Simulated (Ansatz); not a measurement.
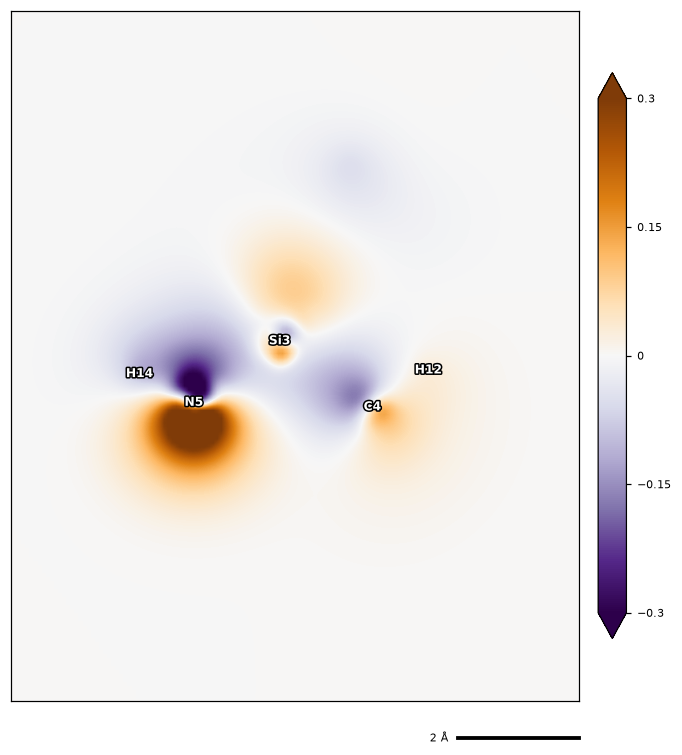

C₂H₉NSSi. The HOMO−1 on the plane of atoms Si3, N5 and H14 (values in Å⁻³ᐟ²; the overall sign is arbitrary).

These are results of RKS B3LYP/cc-pVDZ in Ansatz, not measurements.

The calculation's input:

```
crystal:
  periodic: [false, false, false]
  atoms:
    - { symbol: C, position_ang: [-1.5937, 1.6511, 0.0507] }
    - { symbol: S, position_ang: [0.1522, 1.5745, 0.1459] }
    - { symbol: Si, position_ang: [0.5331, -0.413, -0.5069] }
    - { symbol: C, position_ang: [0.0392, -1.6126, 0.7449] }
    - { symbol: "N", position_ang: [2.2569, -0.4302, -0.6606] }
    - { symbol: H, position_ang: [-2.1203, 0.9902, 0.7061] }
    - { symbol: H, position_ang: [-1.9553, 1.5237, -0.9819] }
    - { symbol: H, position_ang: [-1.9154, 2.7175, 0.3317] }
    - { symbol: H, position_ang: [-0.0082, -0.6078, -1.7924] }
    - { symbol: H, position_ang: [0.2223, -2.6473, 0.4852] }
    - { symbol: H, position_ang: [0.3916, -1.4423, 1.7572] }
    - { symbol: H, position_ang: [-1.1039, -1.5706, 0.8751] }
    - { symbol: H, position_ang: [2.6037, -0.0367, 0.2065] }
    - { symbol: H, position_ang: [2.485, 0.2744, -1.3328] }
basis:
  gaussian: { orbitals: cc-pVDZ }
hamiltonian:
  xc: b3lyp
relax:
  f_tol: 0.02
  max_steps: 50
output:
  orbitals: {}
```

Command:

```sh
ansatz run input.yaml --threads 2 --pin off --max-ram 3072MiB --backend cpu --events-out ev --progress --plain --runs-dir out
```

The fields are those of the run's last geometry, not of the input's.

**Where does this orbital lie, and at what energy?**

By Hirshfeld shares it lies mainly on N5 (about 50 %), S2 (about 25 %) and Si3 (about 10 %); largely a combination of lone pairs on N5 and S2. Its energy is −6.92 eV.
